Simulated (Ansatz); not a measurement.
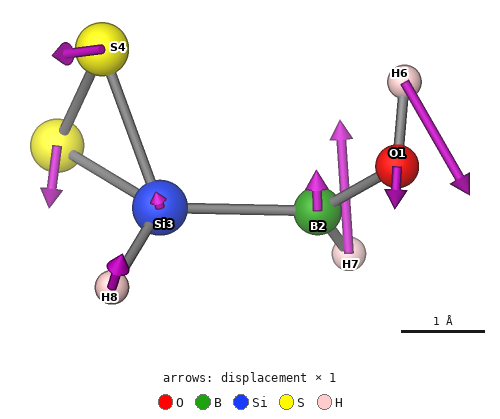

This is a relaxation of BSiH$_{3}$S$_{2}$O. The starting structure is drawn; purple arrows show the displacements, at their true length. The two geometries are superimposed by the best rigid fit.

A ball-and-stick model, seen face on.

The run prepares an end point of a later path (torsion) calculation, from a guessed geometry.

These are results of RKS CAM-B3LYP-D4/def2-SVP (Ansatz), not measurements.

The input:
```yaml
crystal:
  periodic: [false, false, false]
  atoms:
    - { symbol: O, position_ang: [-0.0206, 1.1536, 1.6784] }
    - { symbol: B, position_ang: [0.7003, 0.5578, 0.6045] }
    - { symbol: Si, position_ang: [-0.0381, -0.9933, -0.3249] }
    - { symbol: S, position_ang: [-1.7488, -0.5155, -1.3228] }
    - { symbol: S, position_ang: [0.0006, -0.8165, -2.4511] }
    - { symbol: H, position_ang: [-0.6185, 1.8947, 1.1999] }
    - { symbol: H, position_ang: [1.7876, 0.9944, 0.3057] }
    - { symbol: H, position_ang: [0.0297, -2.3323, 0.2544] }
basis:
  gaussian: { orbitals: def2-SVP }
hamiltonian:
  xc: cam_b3lyp
  dispersion: d4
relax:
  f_tol: 0.015
  max_steps: 40
output:
  orbitals: {}
```

Command:
```bash
ansatz run input.yaml --threads 2 --pin off --max-ram 3072MiB --backend cpu --events-out ev --progress --plain --runs-dir out
```

**Atoms of which element are displaced furthest, and by how much?**

Hydrogen: up to 1.63 Å, against 0.83 Å for sulfur.

**What did the optimiser do to the structure, and how much energy did it gain?**

The atom that moves furthest after the best rigid fit is H7 (1.63 Å). Largest moves by element: H 1.63 Å, S 0.83 Å, O 0.53 Å, B 0.51 Å, Si 0.22 Å. Among the contacts that change: O1–H6 1.066 → 0.966 Å, Si3–S4 2.037 → 2.128 Å, O1–B2 1.424 → 1.342 Å, S4–S5 2.103 → 2.175 Å. Bond angles that change, for instance: B2–O1–H6 103.7° → 114.1°, B2–Si3–S4 111.4° → 114.3°, Si3–S4–S5 62.0° → 59.3°. Groups turn about O1–B2 by about 90°, B2–Si3 by about 80°. The energy falls by 1.238 eV in 21 accepted moves (22 points after the start). Largest force component: 3.4 eV/Å at the start, 0.012 eV/Å at the end. The line search rejected the trial step at point 15 of the run. The forces were under the threshold at step 20, but the run went on from there.
